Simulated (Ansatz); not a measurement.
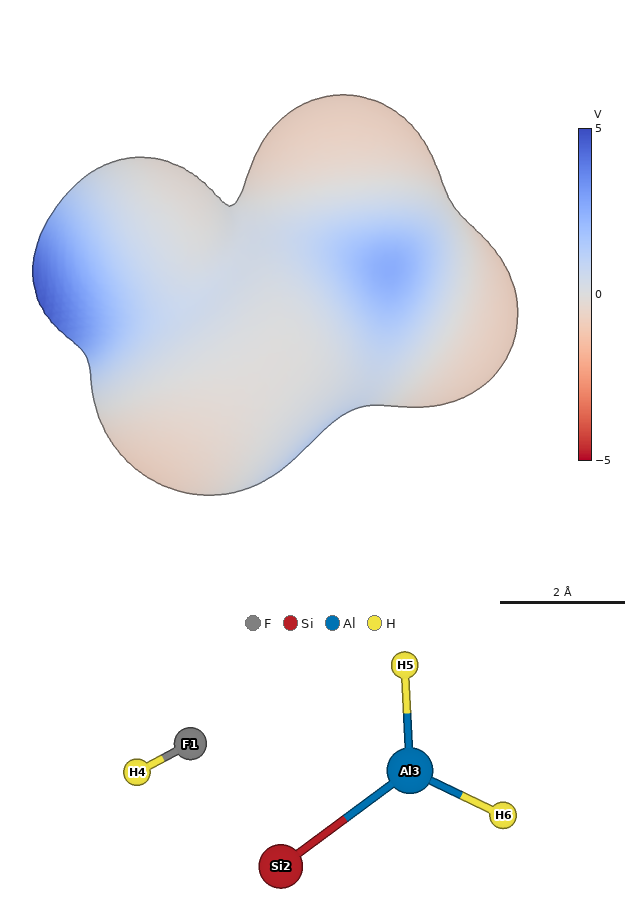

AlFH3Si (doublet). The molecular electrostatic potential painted on the density surface at 0.002 e/bohr³, seen at a tilt; red is negative and blue positive. The bare structure is drawn below in the same view.

Geometry: PBE0-D4/def2-TZVP; at this geometry the atoms fall into two loosely joined parts.

The calculation used Ansatz 0.2.0, UKS PBE0-D4/def2-TZVPP.

The calculation's input:

```
crystal:
  periodic: [false, false, false]
  atoms:
    - {symbol: F, position_ang: [0.279823, -1.932644, -0.329856]}
    - {symbol: Si, position_ang: [-1.469935, -0.479565, 0.203124]}
    - {symbol: Al, position_ang: [0.047010, 1.445220, 0.198064]}
    - {symbol: H, position_ang: [-0.183952, -2.735217, -0.360355]}
    - {symbol: H, position_ang: [1.607344, 1.305983, -0.108843]}
    - {symbol: H, position_ang: [-0.544572, 2.895399, 0.513260]}
basis:
  gaussian: {orbitals: def2-TZVPP}
magnetization: {spin_polarized: true, initial_magnetization: 1}
hamiltonian: {xc: pbe0, dispersion: d4}
output: {orbitals: {seedname: orbitals}}
```

Command:

```sh
ansatz run in.yaml --threads 2 --pin off --events-out ev --progress --plain --max-ram 4352MiB
```

**Describe the electrostatic potential map.**

The most negative region (about −0.7 V, or −16 kcal/mol for a unit charge) lies over Si2, H5 and H6, the most positive (about +4.4 V, or +101 kcal/mol for a unit charge) over H4.
